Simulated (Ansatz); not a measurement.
# CH2Al (quartet): correlated methods under varied settings at distance Al1–C2 = 5.120 Å

Aim: run CH2Al (quartet) at one geometry under a spread of methods and options, and see what each costs and gives.

Program: Ansatz 0.2.0, Gaussian basis. Level of theory: the settings change from run to run. These are calculated values, not measurements.

18 further runs of the same task are left out: 15 that didn't finish, 3 set aside as unsound or not needed.

### Step 1. What is computed

The geometry derives from a PBE0/def2-TZVP stationary point (not a proven minimum). One bond is set to the value named and the two fragments are kept rigid.

4 atoms, charge 0, spin multiplicity 4.

Atoms are counted from 1 here; the program's logs count them from 0.

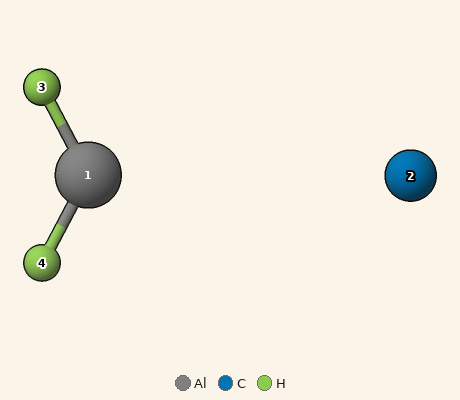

The geometry (aluminium grey, carbon blue, hydrogen green); atoms are numbered from 1 in the order of the file.

### Step 2. CASCI(5,8)/6-31G

Contents of in.yaml:

```yaml
crystal:
  periodic: [false, false, false]
  atoms:
    - {symbol: Al, position_ang: [0.000000, 0.000000, 1.463446]}
    - {symbol: C, position_ang: [0.000000, 0.000000, -3.656554]}
    - {symbol: H, position_ang: [0.000000, 1.398998, 2.198420]}
    - {symbol: H, position_ang: [0.000000, -1.398998, 2.198420]}
basis:
  gaussian: {orbitals: 6-31G}
magnetization: {spin_polarized: false, initial_magnetization: 3}
correlation: {active_space: {window: {electrons: 5, orbitals: 8}, fixed_orbitals: true, states: [{multiplicity: 4, weights: [1, 1, 0.5, 1]}, {multiplicity: 6, weights: [1]}], root: 0}}
scf: {lower_state_search: off}
```

Launch:

```sh
$ ansatz run in.yaml --threads 1 --pin off --events-out ev --progress --plain --max-ram 2393MiB
```

Log:

```text
Functional definition: HF
  name "HF"
  cite "Fock, Z. Phys. 61, 126 (1930) doi:10.1007/BF01340294"
  parent pbe
  exchange = exact_x
  correlation = 0
these checks for a lower state are left out or cut short: stability, starts, cluster_reference, orbital_swaps, neighbouring_geometries, increment
543 factors; integrals over basis functions are off by at most 1.7e-7 eV
mean field evaluation 1: about -7635.6953 eV, gradient 8.8e0 eV
mean field evaluation 2: about -7635.6973 eV, gradient 8.8e0 eV
mean field evaluation 4: about -7637.2374 eV, gradient 1.4e0 eV
mean field evaluation 8: about -7637.2833 eV, gradient 8.3e-4 eV
mean field -7637.28333372 eV, -280.6649857777 hartree, gradient 3.7e-6 eV, S^2 3.750000; 0 other end points of the search recorded, 0 dependent functions left out
reference -7637.28333372 eV, -280.6649857777 hartree; 12, 9 occupied and 14, 17 virtual orbitals, 543 factors
state -7637.34356650 eV, -280.6671992916 hartree
state -7636.51958741 eV, -280.6369186183 hartree
state -7636.51771269 eV, -280.6368497237 hartree
state -7635.11183546 eV, -280.5851846884 hartree
state -7631.98452089 eV, -280.4702579979 hartree
Total energy: -7637.34356650 eV, -280.6671992916 hartree
Checks for a lower state left out: stability, starts, cluster_reference, orbital_swaps, neighbouring_geometries, increment
```

Run time: 0.3 s. Hardware: 1 thread of Arm Neoverse N1, shared host.

From the report: 150 determinants; active occupations (of the averaged states) 1.77, 0.89, 0.78, 0.78, 0.44, 0.33, 0.00, 0.00.

### Step 3. CISDT/STO-3G

Contents of in.yaml:

```yaml
crystal:
  periodic: [false, false, false]
  atoms:
    - {symbol: Al, position_ang: [0.000000, 0.000000, 1.463446]}
    - {symbol: C, position_ang: [0.000000, 0.000000, -3.656554]}
    - {symbol: H, position_ang: [0.000000, 1.398998, 2.198420]}
    - {symbol: H, position_ang: [0.000000, -1.398998, 2.198420]}
basis:
  gaussian: {orbitals: STO-3G}
magnetization: {spin_polarized: false, initial_magnetization: 3}
hamiltonian: {pseudopotentials: {relativity: none}}
correlation: {active_space: {ras: {orbitals: [9, 3, 4], electrons: 21, max_holes: 3, max_particles: 3}, fixed_orbitals: true}}
accuracy: high
```

The command is unchanged.

Log, shortened:

```text
Functional definition: HF
  name "HF"
  cite "Fock, Z. Phys. 61, 126 (1930) doi:10.1007/BF01340294"
  parent pbe
[...]
235 factors; integrals over basis functions are off by at most 1.4e-8 eV
[...]
mean field -7544.84270981 eV, -277.2678555075 hartree, gradient 4.3e-8 eV, S^2 3.750000; 15 other end points of the search recorded, 0 dependent functions left out
reference -7544.84270981 eV, -277.2678555075 hartree; 12, 9 occupied and 4, 7 virtual orbitals, 235 factors
state -7546.58635638 eV, -277.3319333372 hartree
Total energy: -7546.58635638 eV, -277.3319333372 hartree
```

Wall time 5.5 s (1 thread of Arm Neoverse N1, shared host).

From the report: 60,655 determinants.

### Step 4. CISDT/6-31G

Contents of in.yaml:

```yaml
crystal:
  periodic: [false, false, false]
  atoms:
    - {symbol: Al, position_ang: [0.000000, 0.000000, 1.463446]}
    - {symbol: C, position_ang: [0.000000, 0.000000, -3.656554]}
    - {symbol: H, position_ang: [0.000000, 1.398998, 2.198420]}
    - {symbol: H, position_ang: [0.000000, -1.398998, 2.198420]}
basis:
  gaussian: {orbitals: 6-31G, fitting: {mean_field: def2-universal-jkfit}}
magnetization: {spin_polarized: false, initial_magnetization: 3}
correlation: {active_space: {ras: {orbitals: [3, 3, 14], electrons: 9, max_holes: 3, max_particles: 3}, fixed_orbitals: true}}
output: {forces: true}
```

Launched as before.

Log, shortened:

```text
Functional definition: HF
  name "HF"
  cite "Fock, Z. Phys. 61, 126 (1930) doi:10.1007/BF01340294"
  parent pbe
[...]
239 factors; integrals over basis functions are off by at most 9.9e-2 eV
[...]
mean field -7637.28334552 eV, -280.6649862114 hartree, gradient 2.3e-6 eV, S^2 3.750000; 13 other end points of the search recorded, 0 dependent functions left out
reference -7637.28334552 eV, -280.6649862114 hartree; 12, 9 occupied and 14, 17 virtual orbitals, 239 factors
state -7639.46611454 eV, -280.7452014931 hartree
[...]
Total energy: -7639.46611454 eV, -280.7452014931 hartree
Atom 0 at     0.000000     0.000000     1.463446 Å, force     0.000000    -0.000000    -0.945206 eV/Å
Atom 1 at     0.000000     0.000000    -3.656554 Å, force     0.000000    -0.000000     0.016854 eV/Å
Atom 2 at     0.000000     1.398998     2.198420 Å, force    -0.000000     0.562132     0.464176 eV/Å
Atom 3 at     0.000000    -1.398998     2.198420 Å, force    -0.000000    -0.562132     0.464176 eV/Å
Dipole moment:     0.000000    -0.000000    -0.036789 e Å
```

It took 18 s on 1 thread of Arm Neoverse N1, shared host.

From the report: 98,739 determinants.

### Step 5. CCSD on UHF/def2-SVPD

Contents of in.yaml:

```yaml
crystal:
  periodic: [false, false, false]
  atoms:
    - {symbol: Al, position_ang: [0.000000, 0.000000, 1.463446]}
    - {symbol: C, position_ang: [0.000000, 0.000000, -3.656554]}
    - {symbol: H, position_ang: [0.000000, 1.398998, 2.198420]}
    - {symbol: H, position_ang: [0.000000, -1.398998, 2.198420]}
basis:
  gaussian: {orbitals: def2-SVPD}
magnetization: {spin_polarized: true, initial_magnetization: 3}
hamiltonian: {pseudopotentials: {relativity: scalar}}
correlation: {method: ccsd, electrons: outside_noble_gas}
output: {forces: true}
```

Same command.

Log, shortened:

```text
Functional definition: HF
  name "HF"
  cite "Fock, Z. Phys. 61, 126 (1930) doi:10.1007/BF01340294"
  parent pbe
[...]
572 factors; integrals over basis functions are off by at most 1.0e-3 eV
[...]
mean field -7646.57036531 eV, -281.0062778935 hartree, gradient 1.9e-6 eV, S^2 3.763316; 17 other end points of the search recorded, 0 dependent functions left out
determinant -7646.57036531 eV, -281.0062778935 hartree, with singles and doubles -7650.74238528 eV, -281.1595967995 hartree
determinant -7646.55323465 eV, -281.0056483533 hartree, with singles and doubles -7650.72786955 eV, -281.1590633562 hartree
determinant -7646.55176284 eV, -281.0055942654 hartree, with singles and doubles -7650.72680616 eV, -281.1590242775 hartree
determinant -7644.77886447 eV, -280.9404414520 hartree, with singles and doubles -7649.14965452 eV, -281.1010650238 hartree
[...]
6 core orbitals not correlated: weight in the atoms' cores, before any rotation towards them, 1.000 or more for the frozen orbitals, at most 0.000 for the correlated occupied ones
reference -7646.57036531 eV, -281.0062778935 hartree; 6, 3 occupied and 48, 51 virtual orbitals, 572 factors
second order -3.05695638 eV of doubles, -0.00000000 eV of singles
cycle   1  -4.15577816 eV  change   -1.5e-6 eV  update   4.1e-6
[...]
cycle  17  -4.15577923 eV  change   -1.3e-9 eV  update   8.7e-9
[...]
the multipliers restart with 30 DIIS vectors
Total energy: -7650.72614453 eV, -281.1589999632 hartree
Relativity: scalar
Atom 0 at     0.000000     0.000000     1.463446 Å, force     0.000000    -0.000000    -0.486315 eV/Å
Atom 1 at     0.000000     0.000000    -3.656554 Å, force    -0.000000    -0.000000     0.027863 eV/Å
Atom 2 at     0.000000     1.398998     2.198420 Å, force    -0.000000     0.097627     0.229226 eV/Å
Atom 3 at     0.000000    -1.398998     2.198420 Å, force     0.000000    -0.097627     0.229226 eV/Å
Dipole moment:    -0.000000    -0.000000    -0.006210 e Å
```

Run time: 70 s. Hardware: 1 thread of Arm Neoverse N1, shared host; peak memory 0.28 GiB.

From the report: ⟨S²⟩ of the determinant 3.763 (pure quartet: 3.75); correlation -4.1558 eV; T1 0.012; largest double amplitude 0.09.

### Step 6. CASSCF(5,4)/STO-3G

Contents of in.yaml:

```yaml
crystal:
  periodic: [false, false, false]
  atoms:
    - {symbol: Al, position_ang: [0.000000, 0.000000, 1.463446]}
    - {symbol: C, position_ang: [0.000000, 0.000000, -3.656554]}
    - {symbol: H, position_ang: [0.000000, 1.398998, 2.198420]}
    - {symbol: H, position_ang: [0.000000, -1.398998, 2.198420]}
basis:
  gaussian: {orbitals: STO-3G}
magnetization: {spin_polarized: false, initial_magnetization: 3}
correlation: {active_space: {window: {electrons: 5, orbitals: 4}}}
```

Same command.

Log:

```text
Functional definition: HF
  name "HF"
  cite "Fock, Z. Phys. 61, 126 (1930) doi:10.1007/BF01340294"
  parent pbe
  exchange = exact_x
  correlation = 0
173 factors; integrals over basis functions are off by at most 1.3e-5 eV
mean field evaluation 1: about -7537.1003 eV, gradient 1.3e1 eV
mean field evaluation 2: about -7537.0946 eV, gradient 1.3e1 eV
mean field evaluation 4: about -7537.4490 eV, gradient 1.1e1 eV
mean field evaluation 8: about -7537.9497 eV, gradient 7.4e0 eV
mean field evaluation 16: about -7544.8362 eV, gradient 3.5e-6 eV
mean field evaluation 32: about -7544.8427 eV, gradient 7.8e-6 eV
mean field evaluation 64: about -7544.8362 eV, gradient 3.4e-6 eV
mean field evaluation 96: about -7544.8381 eV, gradient 5.3e-1 eV
mean field evaluation 128: about -7501.7327 eV, gradient 1.3e1 eV
mean field -7544.84267163 eV, -277.2678541042 hartree, gradient 8.2e-6 eV, S^2 3.750000; 15 other end points of the search recorded, 0 dependent functions left out
reference -7544.84267163 eV, -277.2678541042 hartree; 12, 9 occupied and 4, 7 virtual orbitals, 173 factors
state -7544.84267163 eV, -277.2678541042 hartree
Total energy: -7544.84267163 eV, -277.2678541042 hartree
```

Run time: 1.3 s. Hardware: 1 thread of Arm Neoverse N1, shared host.

From the report: 4 determinants; active occupations 2.00, 1.00, 1.00, 1.00. With so small a space the active step adds no correlation: the energy is the mean field's.

### Step 7. CCSDT(Q) on UHF/6-31G*

Changes to in.yaml since step 6:

```diff
@@ -8,4 +8,5 @@
 basis:
-  gaussian: {orbitals: STO-3G}
-magnetization: {spin_polarized: false, initial_magnetization: 3}
-correlation: {active_space: {window: {electrons: 5, orbitals: 4}}}
+  gaussian: {orbitals: "6-31G*"}
+magnetization: {spin_polarized: true, initial_magnetization: 3}
+correlation: {method: ccsdt_q, electrons: outside_noble_gas}
+scf: {lower_state_search: light}
```

Launched as before.

Log, shortened:

```text
Functional definition: HF
  name "HF"
  cite "Fock, Z. Phys. 61, 126 (1930) doi:10.1007/BF01340294"
  parent pbe
[...]
622 factors; integrals over basis functions are off by at most 1.8e-7 eV
[...]
mean field -7637.95819191 eV, -280.6897863586 hartree, gradient 9.9e-7 eV, S^2 3.756987; 18 other end points of the search recorded, 0 dependent functions left out
determinant -7637.95819191 eV, -280.6897863586 hartree, with singles and doubles -7641.40707956 eV, -280.8165306421 hartree
determinant -7637.94855312 eV, -280.6894321399 hartree, with singles and doubles -7641.39574041 eV, -280.8161139358 hartree
determinant -7637.94652824 eV, -280.6893577268 hartree, with singles and doubles -7641.39395980 eV, -280.8160484996 hartree
determinant -7636.19663941 eV, -280.6250504983 hartree, with singles and doubles -7639.88859920 eV, -280.7607275183 hartree
[...]
determinant -7637.95819191 eV, -280.6897863586 hartree, with singles and doubles -7641.40689195 eV, -280.8165237475 hartree
determinant -7637.94855312 eV, -280.6894321399 hartree, with singles and doubles -7641.39585763 eV, -280.8161182437 hartree
determinant -7637.94652824 eV, -280.6893577268 hartree, with singles and doubles -7641.39410197 eV, -280.8160537244 hartree
6 core orbitals not correlated: weight in the atoms' cores, before any rotation towards them, 1.000 or more for the frozen orbitals, at most 0.000 for the correlated occupied ones
reference -7637.95819191 eV, -280.6897863586 hartree; 6, 3 occupied and 26, 29 virtual orbitals, 622 factors
second order -2.50804053 eV of doubles, -0.00000000 eV of singles
cycle   1  -3.12660182 eV  change   -6.2e-1 eV  update   6.6e-2
[...]
cycle  26  -3.51974461 eV  change    7.3e-8 eV  update   9.0e-7
perturbative correction -0.00081930 eV, -0.0000301089 hartree
Total energy: -7641.47875582 eV, -280.8191646960 hartree
```

Run time: 22 s. Hardware: 1 thread of Arm Neoverse N1, shared host.

From the report: ⟨S²⟩ of the determinant 3.757 (pure quartet: 3.75); correlation -3.5206 eV; T1 0.014; largest double amplitude 0.12.

### Step 8. MP2 on UHF/def2-mTZVP

Changes to in.yaml since step 7:

```diff
@@ -8,5 +8,5 @@
 basis:
-  gaussian: {orbitals: "6-31G*"}
+  gaussian: {orbitals: def2-mTZVP}
 magnetization: {spin_polarized: true, initial_magnetization: 3}
-correlation: {method: ccsdt_q, electrons: outside_noble_gas}
-scf: {lower_state_search: light}
+correlation: {method: mp2, electrons: all}
+scf: {lower_state_search: off}
```

The command is unchanged.

Log, shortened:

```text
Functional definition: HF
  name "HF"
  cite "Fock, Z. Phys. 61, 126 (1930) doi:10.1007/BF01340294"
  parent pbe
[...]
439 factors; integrals over basis functions are off by at most 5.6e-4 eV
[...]
mean field -7638.64987813 eV, -280.7152053585 hartree, gradient 3.0e-6 eV, S^2 3.758660; 0 other end points of the search recorded, 0 dependent functions left out
reference -7638.64987813 eV, -280.7152053585 hartree; 12, 9 occupied and 35, 38 virtual orbitals, 439 factors
second order -4.92324103 eV of doubles, -0.00000000 eV of singles
Total energy: -7643.57311916 eV, -280.8961311292 hartree
Checks for a lower state left out: stability, starts, cluster_reference, orbital_swaps, neighbouring_geometries, increment
```

Wall time 0.36 s (1 thread of Arm Neoverse N1, shared host).

From the report: ⟨S²⟩ of the determinant 3.759 (pure quartet: 3.75).

### Step 9. HF/6-31G

Changes to in.yaml since step 8:

```diff
@@ -8,5 +8,5 @@
 basis:
-  gaussian: {orbitals: def2-mTZVP}
-magnetization: {spin_polarized: true, initial_magnetization: 3}
-correlation: {method: mp2, electrons: all}
-scf: {lower_state_search: off}
+  gaussian: {orbitals: 6-31G}
+magnetization: {spin_polarized: false, initial_magnetization: 3}
+hamiltonian: {xc: hf, pseudopotentials: {relativity: scalar}}
+output: {orbitals: {seedname: orbitals}}
```

Launched as before.

Log, shortened:

```text
Functional definition: HF
  name "HF"
  cite "Fock, Z. Phys. 61, 126 (1930) doi:10.1007/BF01340294"
  parent pbe
[...]
329 factors; integrals over basis functions are off by at most 2.2e-4 eV
[...]
mean field -7648.45957275 eV, -281.0757049864 hartree, gradient 3.9e-6 eV, S^2 3.750000; 6 other end points of the search recorded, 0 dependent functions left out
reference -7648.45957275 eV, -281.0757049864 hartree; 12, 9 occupied and 14, 17 virtual orbitals, 329 factors
Total energy: -7648.45957275 eV, -281.0757049864 hartree
Relativity: scalar
```

Wall time 0.57 s (1 thread of Arm Neoverse N1, shared host).

### Step 10. CASCI(5,4)/6-31G*

Changes to in.yaml since step 9:

```diff
@@ -8,5 +8,5 @@
 basis:
-  gaussian: {orbitals: 6-31G}
+  gaussian: {orbitals: "6-31G*", fitting: {mean_field: def2-universal-jkfit}}
 magnetization: {spin_polarized: false, initial_magnetization: 3}
-hamiltonian: {xc: hf, pseudopotentials: {relativity: scalar}}
-output: {orbitals: {seedname: orbitals}}
+correlation: {active_space: {window: {electrons: 5, orbitals: 4}, fixed_orbitals: true}}
+scf: {lower_state_search: off}
```

Same command.

Log:

```text
Functional definition: HF
  name "HF"
  cite "Fock, Z. Phys. 61, 126 (1930) doi:10.1007/BF01340294"
  parent pbe
  exchange = exact_x
  correlation = 0
these checks for a lower state are left out or cut short: stability, starts, cluster_reference, orbital_swaps, neighbouring_geometries, increment
239 factors; integrals over basis functions are off by at most 1.2e-1 eV
mean field evaluation 1: about -7636.2105 eV, gradient 9.4e0 eV
mean field evaluation 2: about -7637.6699 eV, gradient 3.1e0 eV
mean field evaluation 4: about -7637.8178 eV, gradient 8.9e-1 eV
mean field evaluation 8: about -7637.8377 eV, gradient 5.0e-7 eV
mean field -7637.83771216 eV, -280.6853588095 hartree, gradient 5.0e-7 eV, S^2 3.750000; 0 other end points of the search recorded, 0 dependent functions left out
reference -7637.83771216 eV, -280.6853588095 hartree; 12, 9 occupied and 26, 29 virtual orbitals, 239 factors
state -7637.83771216 eV, -280.6853588095 hartree
Total energy: -7637.83771216 eV, -280.6853588095 hartree
Checks for a lower state left out: stability, starts, cluster_reference, orbital_swaps, neighbouring_geometries, increment
```

Run time: 0.15 s. Hardware: 1 thread of Arm Neoverse N1, shared host.

From the report: 2 determinants; active occupations 2.00, 1.00, 1.00, 1.00. With so small a space the active step adds no correlation: the energy is the mean field's.

### Step 11. The runs in one table

Where basis and cores are those of an earlier FCI/6-31G run (-7639.5552 eV), and the state is the same kind, the miss against it is given.

```tsv
level	correlated	functions	energy (eV)	from FCI (meV)	time
CASCI(5,8)/6-31G (lowest root of an average)		26	-7637.3436		0.3 s
CISDT/STO-3G	all	16	-7546.5864		5.5 s
CISDT/6-31G	outside noble gas	26	-7639.4661	89.1	18 s
CCSD on UHF/def2-SVPD (relativity set)	outside noble gas	60	-7650.7261		70 s
CASSCF(5,4)/STO-3G		16	-7544.8427		1.3 s
CCSDT(Q) on UHF/6-31G*	outside noble gas	38	-7641.4788		22 s
MP2 on UHF/def2-mTZVP	all	47	-7643.5731		0.36 s
HF/6-31G (relativity set)		26	-7648.4596		0.57 s
CASCI(5,4)/6-31G*		38	-7637.8377		0.15 s
```

### Step 12. Results

| quantity | value |
| --- | --- |
| runs | 9 |
| quickest | CASCI(5,4)/6-31G*, 0.15 s |
| slowest | CCSD on UHF/def2-SVPD (relativity set), 70 s |

**Reading.** Total energies in different bases, with other cores or another treatment of relativity can't be set against each other. CCSD on UHF/def2-SVPD (relativity set) took 464 times as long as CASCI(5,4)/6-31G*; the jobs differ in more than the method.
